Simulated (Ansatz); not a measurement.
ClH3OSi2

Input file:

```
crystal:
  periodic: [false, false, false]
  atoms:
    - {symbol: Cl, position_ang: [-2.627520, -0.578238, -0.336689]}
    - {symbol: Si, position_ang: [-0.744161, 0.106826, -0.725265]}
    - {symbol: O, position_ang: [0.477747, -0.991129, -0.394919]}
    - {symbol: Si, position_ang: [0.849084, 0.196997, 0.770367]}
    - {symbol: H, position_ang: [-0.748024, 0.620427, -2.110615]}
    - {symbol: H, position_ang: [0.679476, -0.257419, 2.170977]}
    - {symbol: H, position_ang: [2.174697, 0.834434, 0.580443]}
basis:
  gaussian: {orbitals: def2-TZVPP}
hamiltonian: {xc: pbe0, dispersion: d4}
output: {orbitals: {seedname: orbitals}}
```

Launched as:

```sh
ansatz run in.yaml --threads 2 --pin off --events-out ev --progress --plain --max-ram 4352MiB
```

Geometry: PBE0-D4/def2-TZVP.

All numbers below come from RKS PBE0-D4/def2-TZVPP (Ansatz).

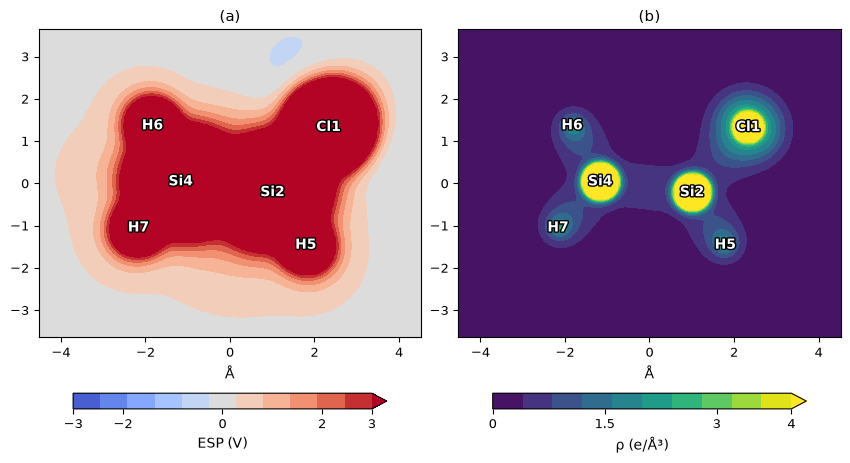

Figure 1. (a) molecular electrostatic potential; (b) total electron density on the plane of atoms Si4, Si2 and H5.

What does the map show?

Answer. The section cuts through Cl, Si and H sites. Si–Cl (2.04 Å): ρ is about 0.93 e/Å³ halfway. Si–Si (2.19 Å): the density is about 0.61 e/Å³ at the midpoint. Si–H (1.48 Å): ρ at the midpoint is about 0.85 e/Å³. Outside the dense part of the molecule the potential is most negative (−0.3 V) near Cl1.

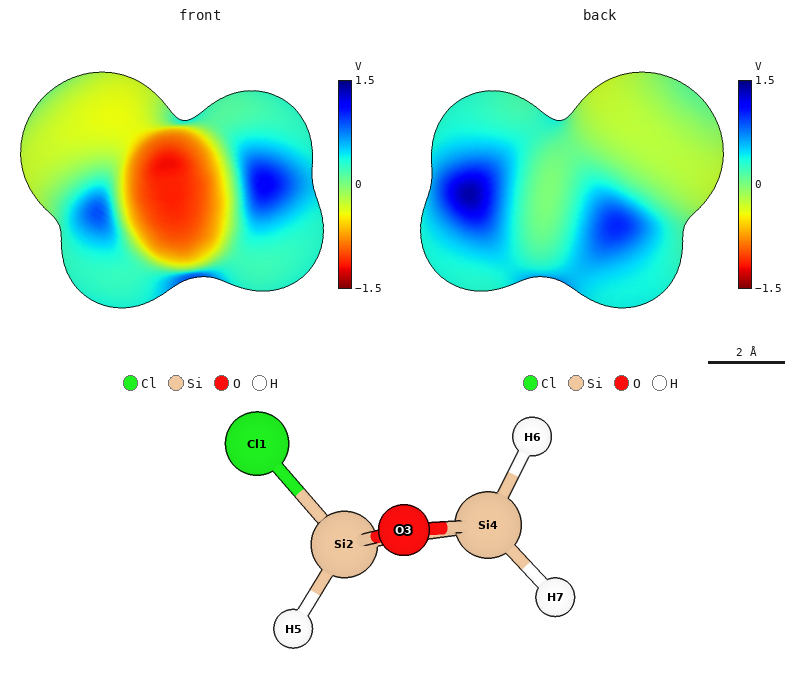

Figure 2. The molecular electrostatic potential painted on the density surface at 0.001 e/bohr³, seen from the front and from behind; the colour scale runs from red (negative) to blue (positive). The bare structure is drawn below in the same view.

Where is the surface potential most negative and most positive?

Answer. The most negative region (about −1.2 V, or −28 kcal/mol for a unit charge) lies over O3, the most positive (about +1.3 V, or +30 kcal/mol for a unit charge) over Si4. O3 is the likeliest acceptor of a hydrogen bond.

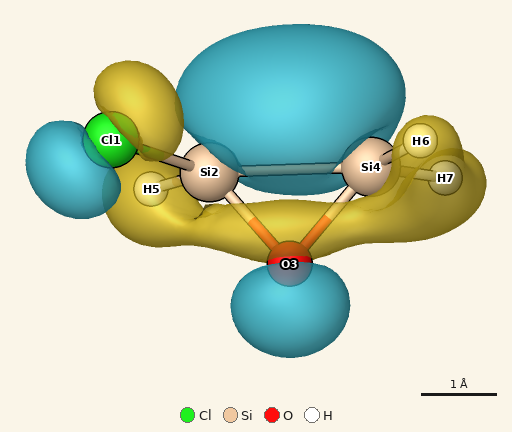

Figure 3. One frontier orbital at ±0.1 Å⁻³ᐟ² (yellow and cyan are the two phases), seen from one side.

Which orbital is it: HOMO or LUMO?

Answer. The HOMO, at −7.18 eV. It lies mainly on Si4 (about 35 %), Si2 (about 30 %), O3 (about 20 %) and Cl1 (about 10 %).
